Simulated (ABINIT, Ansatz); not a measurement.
**CsAsF6 (R-3): one start, several treatments of the self-energy**

Wanted: the gap of CsAsF6 (R-3) under several approximations, with cost.

Calculated with ABINIT 10.8.3; PBEsol and many-body steps on it, plane waves.

## Step 1: Set-up

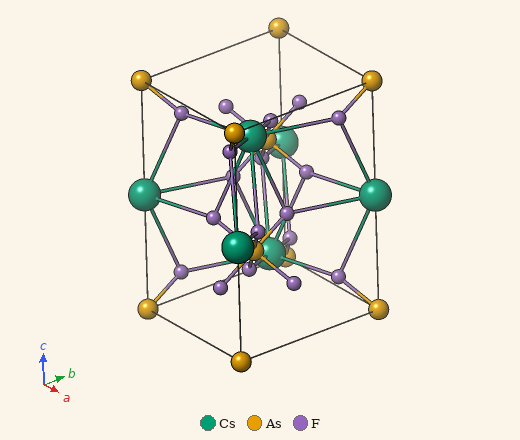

The cell as given, slightly off an axis (caesium teal, arsenic orange, fluorine purple). This picture shows the conventional cell, with its axes. Bonds to atoms that aren't drawn are left out. Some periodic images of atoms are drawn too.

The cell and positions are those that the Materials Project relaxed with its own functionals (PBE, PBE+U or r2SCAN), kept fixed. Spin-orbit coupling is left out unless a step names it.

## Step 2: Empty states on the mesh, 2×2×2 mesh, 484 bands

This step: ABINIT 10.8.3; DFT, PBEsol, plane waves, norm-conserving pseudopotentials.

The sums over transitions need many empty states on a uniform mesh; this step solves for them.

File run.abi:

```
acell 3*1.0 Angstrom
rprim 
  3.855859826403 2.226181708716 2.622049894613
  -3.855859826403 2.226181708716 2.622049894613
  -0.000000000000 -4.452363417478 2.622049894574
ntypat 3
znucl 55 33 9
natom 8
typat 1 2 3 3 3 3 3 3
xred 
  0.500000000000 0.500000000000 0.500000000000
  -0.000000000000 -0.000000000000 -0.000000000000
  0.189597360000 0.275478300000 0.922344570000
  0.275478300000 0.922344570000 0.189597360000
  0.077655430000 0.810402640000 0.724521700000
  0.724521700000 0.077655430000 0.810402640000
  0.810402640000 0.724521700000 0.077655430000
  0.922344570000 0.189597360000 0.275478300000
pp_dirpath "pseudos"
pseudos "Cs.upf, As.upf, F.upf"
ecut 44
ngkpt 2 2 2
nshiftk 1
shiftk 0 0 0
kptopt 1
chksymbreak 0
iscf -2
irdden 1
istwfk *1
nband 484
nbdbuf 44
tolwfr 1e-09
nstep 60
prtvol 0
indata_prefix "in"
outdata_prefix "out"
tmpdata_prefix "tmp"
```

Run with:

```bash
> OMP_NUM_THREADS=1 mpirun -n 8 abinit run.abi > log
```

Numbers of over 12 decimals in the logs are rounded to 6 here.

The program printed:

```text
.Version 10.8.3 of ABINIT. v10.8.2 released Aug 2026.

 Symmetries : space group R-3 (#148); Bravais hR (rhombohedral)
[... echo of the input left out ...]
== DATASET  1 ==================================================================
-   mpi_nproc: 8, omp_nthreads: 1 (-1 if OMP is not activated)
-    --> not optimal distribution: autoparal keyword recommended in input file <--

--- !DatasetInfo
iteration_state: {dtset: 1, }
dimensions: {natom: 8, nkpt: 4, mband: 484, nsppol: 1, nspinor: 1, nspden: 1, mpw: 12752, }
cutoff_energies: {ecut:  44.0, pawecutdg:  -1.0, }
[...]
4.43643    4.47199    4.47200    4.47753    4.49666    4.49673    4.50365    4.50791
   4.50829    4.51388    4.51399    4.51676    4.51895    4.53880    4.54090    4.54518
   4.55395    4.56971    4.57833    4.58196
 prteigrs : prtvol=0 or 1, do not print more k-points.

== END DATASET(S) ==============================================================
================================================================================

 -outvars: echo values of variables after computation  --------
            nband         484
             nkpt           4
          spgroup         148
 [... the other variables as echoed above ...]

 Calculation completed.
```

Elapsed: 6.9 min, on 8 MPI ranks of Arm Neoverse V2, shared host; peak memory 1.3 GiB.

This step gave:

- gap: 5.678 eV
- k of the valence top: 0, 0, 0
- k of the conduction bottom: 0, 0, 0
- least direct gap: 5.678 eV
- k points computed: 4
- lowest point of the top converged band, above the valence top: 117.1227 eV

On this mesh the gap is 5.678 eV.

The density comes from a self-consistent run that is not shown.

## Step 3: Screening, 2×2×2 mesh, 201 bands, screening to 141.5 eV

The RPA dielectric matrix is built and inverted for each q.

This step: RPA screening on PBEsol, plane waves, norm-conserving pseudopotentials.

run.abi, as its differences from that of step 2:

```diff
@@ -26,10 +26,11 @@
 chksymbreak 0
-iscf -2
-irdden 1
 istwfk *1
-nband 484
-nbdbuf 44
-tolwfr 1e-09
-nstep 60
-prtvol 0
+occopt 1
+irdwfk 1
+optdriver 3
+nband 201
+ecuteps 5.2
+inclvkb 2
+awtr 1
+symchi 1
 indata_prefix "in"
```

The program printed:

```text
.Version 10.8.3 of ABINIT. v10.8.2 released Aug 2026.

 Symmetries : space group R-3 (#148); Bravais hR (rhombohedral)
[... echo of the input left out ...]
== DATASET  1 ==================================================================
-   mpi_nproc: 8, omp_nthreads: 1 (-1 if OMP is not activated)

--- !DatasetInfo
iteration_state: {dtset: 1, }
dimensions: {natom: 8, nkpt: 4, mband: 201, nsppol: 1, nspinor: 1, nspden: 1, mpw: 12752, }
cutoff_energies: {ecut:  44.0, pawecutdg:  -1.0, }
electrons: {nelect:   7.40000000E+01, charge:   0.00000000E+00, occopt:   1.00000000E+00, tsmear:   1.00000000E-02, }

 SCREENING: Calculation of the susceptibility and dielectric matrices

 Based on a program developped by R.W. Godby, V. Olevano, G. Onida, and L. Reining.
 Incorporated in ABINIT by V. Olevano, G.-M. Rignanese, and M. Torrent.
.Using double precision arithmetic ; gwpc =  8

[... cell and pseudopotentials left out ...]
--------------------------------------------------------------------------------

 ==== K-mesh for the wavefunctions ====
 Number of points in the irreducible wedge :     4
[... list of points left out ...]
 Together with  6 symmetry operations and time-reversal symmetry
 yields     8 points in the full Brillouin Zone.

 ==== Q-mesh for the screening function ====
 Number of points in the irreducible wedge :     4
[... list of points left out ...]
 Together with  6 symmetry operations and time-reversal symmetry
 yields     8 points in the full Brillouin Zone.

 setmesh: FFT mesh size selected  =    40x   40x   40
          total number of points  =        64000

 vcoul_init : cutoff-mode = AUXILIARY_FUNCTION
 q-points for optical limit:   1
     1)      0.000010    0.000020    0.000030

- screening: taking advantage of time-reversal symmetry
- Maximum band index for partially occupied states nbvw = 37
- Remaining bands to be divided among processors   nbcw = 164
- Number of bands treated by each node ~20

 Number of electrons calculated from density =   74.0000; Expected =   74.0000
 average of density, n =  0.081201
 r_s =    1.4326
 omega_plasma =   27.4876 [eV]

 calculating chi0 at frequencies [eV] :
  1    0.000000E+00    0.000000E+00
  2    0.000000E+00    2.748756E+01

--------------------------------------------------------------------------------
  q-point number  1        q = ( 0.000000, 0.000000, 0.000000) [r.l.u.]
--------------------------------------------------------------------------------
[... chi0 elements left out ...]
 For q-point:  0.000010 0.000020 0.000030
  dielectric constant =   2.0199
  dielectric constant without local fields =   2.2944

  Average fulfillment of the sum rule on Im[epsilon] for q-point    1 :     46.47  [%]
[... wings left out ...]
  q-point number  2        q = ( 0.500000, 0.000000, 0.000000) [r.l.u.]
--------------------------------------------------------------------------------
[... chi0 elements left out ...]
  Average fulfillment of the sum rule on Im[epsilon] for q-point    2 :     50.87  [%]

 [... 2 further q-points ...]
```

The job ended after 73 s (8 MPI ranks; peak memory 4.3 GiB; 9.7 min of CPU time).

This step gave:

```yaml
eps_infinity_with_local_fields_on_this_mesh_along_the_program_s_q_direction: 2.020
the_same_without_local_fields: 2.294
plasma_frequency: 27.49 eV
plane_waves_in_the_screening_matrix: 497
```

Local fields lower ε∞ by 12 %. On a Γ-centred mesh this coarse the value itself is usually too large, while a short band sum pulls it down.

## Step 4: G0W0, Godby-Needs plasmon pole

The self-energy is evaluated for the states that the input lists, and the levels follow from it, in one-shot runs by the linearised quasiparticle equation.

This step: G0W0 on PBEsol, plane waves, norm-conserving pseudopotentials.

run.abi, as its differences from that of step 3:

```diff
@@ -29,8 +29,15 @@
 irdwfk 1
-optdriver 3
+optdriver 4
 nband 201
+gwcalctyp 0
+ecutsigx 44
+symsigma 1
+nkptgw 1
+kptgw 
+  0.0000000000 0.0000000000 0.0000000000
+bdgw 
+  35 39
 ecuteps 5.2
-inclvkb 2
-awtr 1
-symchi 1
+irdscr 1
+ppmodel 1
 indata_prefix "in"
```

The program printed:

```text
.Version 10.8.3 of ABINIT. v10.8.2 released Aug 2026.

 Symmetries : space group R-3 (#148); Bravais hR (rhombohedral)
[... echo of the input left out ...]
== DATASET  1 ==================================================================
-   mpi_nproc: 8, omp_nthreads: 1 (-1 if OMP is not activated)

--- !DatasetInfo
iteration_state: {dtset: 1, }
dimensions: {natom: 8, nkpt: 4, mband: 201, nsppol: 1, nspinor: 1, nspden: 1, mpw: 12752, }
cutoff_energies: {ecut:  44.0, pawecutdg:  -1.0, }
electrons: {nelect:   7.40000000E+01, charge:   0.00000000E+00, occopt:   1.00000000E+00, tsmear:   1.00000000E-02, }

 SIGMA: Calculation of the GW corrections

 Based on a program developped by R.W. Godby, V. Olevano, G. Onida, and L. Reining.
 Incorporated in ABINIT by V. Olevano, G.-M. Rignanese, and M. Torrent.
.Using double precision arithmetic ; gwpc =  8

[... cell and pseudopotentials left out ...]
--------------------------------------------------------------------------------

 ==== K-mesh for the wavefunctions ====
 Number of points in the irreducible wedge :     4
[... list of points left out ...]
 Together with  6 symmetry operations and time-reversal symmetry
 yields     8 points in the full Brillouin Zone.

 ==== Q-mesh for screening function ====
 Number of points in the irreducible wedge :     4
[... list of points left out ...]
 Together with  6 symmetry operations and time-reversal symmetry
 yields     8 points in the full Brillouin Zone.

 vcoul_init : cutoff-mode = AUXILIARY_FUNCTION
 q-points for optical limit:   1
     1)      0.000010    0.000020    0.000030
 setmesh: FFT mesh size selected  =    60x   60x   60
          total number of points  =       216000

 Number of electrons calculated from density =   74.0000; Expected =   74.0000
 average of density, n =  0.081201
 r_s =    1.4326
 omega_plasma =   27.4876 [eV]

 === KS Band Gaps ===
  >>>> For spin  1
   Minimum direct gap =   5.6780 [eV], located at k-point      :   0.0000  0.0000  0.0000
   Fundamental gap    =   5.6780 [eV], Top of valence bands at :   0.0000  0.0000  0.0000
                                       Bottom of conduction at :   0.0000  0.0000  0.0000
 SIGMA fundamental parameters:
 PLASMON POLE MODEL  1
 number of plane-waves for SigmaX                12717
 number of plane-waves for SigmaC and W            497
 number of plane-waves for wavefunctions         12717
 number of bands                                   201
 number of independent spin polarizations            1
 number of spinorial components                      1
 number of k-points in IBZ                           4
 number of q-points in IBZ                           4
 number of symmetry operations                       6
 number of k-points in BZ                            8
 number of q-points in BZ                            8
 number of frequencies for dSigma/dE                 9
 frequency step for dSigma/dE [eV]                0.25
 number of omega for Sigma on real axis              0
 max omega for Sigma on real axis  [eV]           0.00
 zcut for avoiding poles [eV]                     0.10

 EPSILON^-1 parameters (SCR file):
 dimension of the eps^-1 matrix on file            497
 dimension of the eps^-1 matrix used               497
 number of plane-waves for wavefunctions         12717
 number of bands                                   201
 number of q-points in IBZ                           4
 number of frequencies                               2
 number of real frequencies                          1
 number of imag frequencies                          1

 matrix elements of self-energy operator (all in [eV])

 Perturbative Calculation

--- !SelfEnergy_ee
iteration_state: {dtset: 1, }
kpoint     : [   0.000,    0.000,    0.000, ]
spin       : 1
KS_gap     :    5.678
QP_gap     :   10.351
Delta_QP_KS:    4.673
data: !SigmaeeData |
     Band     E0 <VxcDFT>   SigX SigC(E0)      Z dSigC/dE  Sig(E)    E-E0       E
       35  -1.889 -22.522 -30.392   5.242   0.814  -0.228 -24.661  -2.139  -4.028
       36  -1.889 -22.522 -30.392   5.242   0.814  -0.228 -24.661  -2.139  -4.028
       37  -1.636 -22.969 -30.875   5.312   0.814  -0.229 -25.080  -2.111  -3.746
       38   4.042 -18.327 -13.375  -1.988   0.864  -0.157 -15.765   2.562   6.604
       39   8.175 -11.625  -6.779  -2.628   0.885  -0.129  -9.661   1.964  10.139

== END DATASET(S) ==============================================================
================================================================================

 -outvars: echo values of variables after computation  --------
           etotal      0.0000000000E+00
            nband         201
             nkpt           4
          spgroup         148
 [... the other variables as echoed above ...]

 Calculation completed.
```

The job ended after 9.1 s (8 MPI ranks; peak memory 1.8 GiB; 71 s of CPU time).

This step gave:

```
G0W0 gap on the points computed              : 10.35 eV
starting gap on the mesh                     : 5.678 eV
k of the valence top                         : 0, 0, 0
k of the conduction bottom                   : 0, 0, 0
Z at the valence top                         : 0.814
Z at the conduction bottom                   : 0.864
least direct G0W0 gap on the computed points : 10.35 eV
```

The gap on the mesh goes from 5.68 eV to 10.35 eV, a correction of +4.67 eV.

## Step 5: G0W0, von der Linden-Horsch plasmon pole

run.abi, as its differences from that of step 4:

```diff
@@ -41,3 +41,3 @@
 irdscr 1
-ppmodel 1
+ppmodel 3
 indata_prefix "in"
```

The program printed:

```text
.Version 10.8.3 of ABINIT. v10.8.2 released Aug 2026.

 Symmetries : space group R-3 (#148); Bravais hR (rhombohedral)
[... echo of the input left out ...]
== DATASET  1 ==================================================================
-   mpi_nproc: 8, omp_nthreads: 1 (-1 if OMP is not activated)

--- !DatasetInfo
iteration_state: {dtset: 1, }
dimensions: {natom: 8, nkpt: 4, mband: 201, nsppol: 1, nspinor: 1, nspden: 1, mpw: 12752, }
cutoff_energies: {ecut:  44.0, pawecutdg:  -1.0, }
electrons: {nelect:   7.40000000E+01, charge:   0.00000000E+00, occopt:   1.00000000E+00, tsmear:   1.00000000E-02, }

 SIGMA: Calculation of the GW corrections

 Based on a program developped by R.W. Godby, V. Olevano, G. Onida, and L. Reining.
 Incorporated in ABINIT by V. Olevano, G.-M. Rignanese, and M. Torrent.
.Using double precision arithmetic ; gwpc =  8

[... cell and pseudopotentials left out ...]
--------------------------------------------------------------------------------

 ==== K-mesh for the wavefunctions ====
 Number of points in the irreducible wedge :     4
[... list of points left out ...]
 Together with  6 symmetry operations and time-reversal symmetry
 yields     8 points in the full Brillouin Zone.

 ==== Q-mesh for screening function ====
 Number of points in the irreducible wedge :     4
[... list of points left out ...]
 Together with  6 symmetry operations and time-reversal symmetry
 yields     8 points in the full Brillouin Zone.

 vcoul_init : cutoff-mode = AUXILIARY_FUNCTION
 q-points for optical limit:   1
     1)      0.000010    0.000020    0.000030
 setmesh: FFT mesh size selected  =    60x   60x   60
          total number of points  =       216000

 Number of electrons calculated from density =   74.0000; Expected =   74.0000
[...]
number of q-points in IBZ                           4
 number of symmetry operations                       6
 number of k-points in BZ                            8
 number of q-points in BZ                            8
 number of frequencies for dSigma/dE                 9
 frequency step for dSigma/dE [eV]                0.25
 number of omega for Sigma on real axis              0
 max omega for Sigma on real axis  [eV]           0.00
 zcut for avoiding poles [eV]                     0.10

 EPSILON^-1 parameters (SCR file):
 dimension of the eps^-1 matrix on file            497
 dimension of the eps^-1 matrix used               497
 number of plane-waves for wavefunctions         12717
 number of bands                                   201
 number of q-points in IBZ                           4
 number of frequencies                               2
 number of real frequencies                          1
 number of imag frequencies                          1

 matrix elements of self-energy operator (all in [eV])

 Perturbative Calculation

--- !SelfEnergy_ee
iteration_state: {dtset: 1, }
kpoint     : [   0.000,    0.000,    0.000, ]
spin       : 1
KS_gap     :    5.678
QP_gap     :   10.752
Delta_QP_KS:    5.074
data: !SigmaeeData |
     Band     E0 <VxcDFT>   SigX SigC(E0)      Z dSigC/dE  Sig(E)    E-E0       E
       35  -1.889 -22.522 -30.392   5.109   0.894  -0.118 -24.991  -2.468  -4.357
       36  -1.889 -22.522 -30.392   5.109   0.894  -0.118 -24.991  -2.468  -4.357
       37  -1.636 -22.969 -30.875   5.198   0.894  -0.119 -25.389  -2.419  -4.055
       38   4.042 -18.327 -13.375  -2.063   0.919  -0.088 -15.672   2.654   6.697
       39   8.175 -11.625  -6.779  -2.765   0.935  -0.070  -9.680   1.945  10.120

== END DATASET(S) ==============================================================
================================================================================

 -outvars: echo values of variables after computation  --------
           etotal      0.0000000000E+00
            nband         201
             nkpt           4
          spgroup         148
 [... the other variables as echoed above ...]

 Calculation completed.
```

The job ended after 7.9 s (8 MPI ranks; peak memory 2 GiB; 63 s of CPU time).

Numbers from this step:

- G0W0 gap on the points computed: 10.75 eV
- starting gap on the mesh: 5.678 eV
- k of the valence top: 0, 0, 0
- k of the conduction bottom: 0, 0, 0
- Z at the valence top: 0.894
- Z at the conduction bottom: 0.919
- least direct G0W0 gap on the computed points: 10.75 eV

Against G0W0 in ABINIT (2×2×2 mesh, 201 bands, screening to 141.5 eV, Godby-Needs plasmon pole), the gap moves by +0.402 eV.

## Step 6: G0W0, Engel-Farid plasmon pole

run.abi, as its differences from that of step 5:

```diff
@@ -41,3 +41,3 @@
 irdscr 1
-ppmodel 3
+ppmodel 4
 indata_prefix "in"
```

The program printed:

```text
.Version 10.8.3 of ABINIT. v10.8.2 released Aug 2026.

 Symmetries : space group R-3 (#148); Bravais hR (rhombohedral)
[... echo of the input left out ...]
== DATASET  1 ==================================================================
-   mpi_nproc: 8, omp_nthreads: 1 (-1 if OMP is not activated)

--- !DatasetInfo
iteration_state: {dtset: 1, }
dimensions: {natom: 8, nkpt: 4, mband: 201, nsppol: 1, nspinor: 1, nspden: 1, mpw: 12752, }
cutoff_energies: {ecut:  44.0, pawecutdg:  -1.0, }
[...]
37  -1.636 -22.969 -30.875   5.272   0.832  -0.201 -25.162  -2.193  -3.828
       38   4.042 -18.327 -13.375  -2.041   0.878  -0.139 -15.770   2.557   6.599
       39   8.175 -11.625  -6.779  -2.665   0.893  -0.120  -9.677   1.948  10.123

== END DATASET(S) ==============================================================
================================================================================

 -outvars: echo values of variables after computation  --------
           etotal      0.0000000000E+00
            nband         201
             nkpt           4
          spgroup         148
 [... the other variables as echoed above ...]

 Calculation completed.
```

The job ended after 8 s (8 MPI ranks; peak memory 2 GiB; 63 s of CPU time).

Numbers from this step:

```yaml
g0w0_gap_on_the_points_computed: 10.43 eV
starting_gap_on_the_mesh: 5.678 eV
k_of_the_valence_top: 0, 0, 0
k_of_the_conduction_bottom: 0, 0, 0
least_direct_g0w0_gap_on_the_computed_points: 10.43 eV
```

Against G0W0 in ABINIT (2×2×2 mesh, 201 bands, screening to 141.5 eV, Godby-Needs plasmon pole), the gap moves by +0.077 eV.

(Continued in part 2 of 2.)

[Paths, hosts, dates, memory and timing lines, banners, echoed tables and standing remarks are left out of the program output.]

[Logs are printed without paths, hosts, clocks, repeated set-up lines and the standing remarks that a program may print on its own settings, such as how far it seeks lower states.]

[Runs of the session that timed out or met a known fault of the program may be left out.]

[Hosts, paths, dates, database ids (printed as entryN), source tags and the programs' standing remarks are cut or masked in the printed files.]

[G0W0 gaps are taken among the corrected bands and points alone; a level outside them can change the order at an edge.]

[Where Ansatz stands beside ABINIT at settings called matched, ABINIT's density can come from a denser mesh and the files from another edition; pairs whose starting gaps differed by over 0.03 eV were left out, so agreement reads better than it is.]
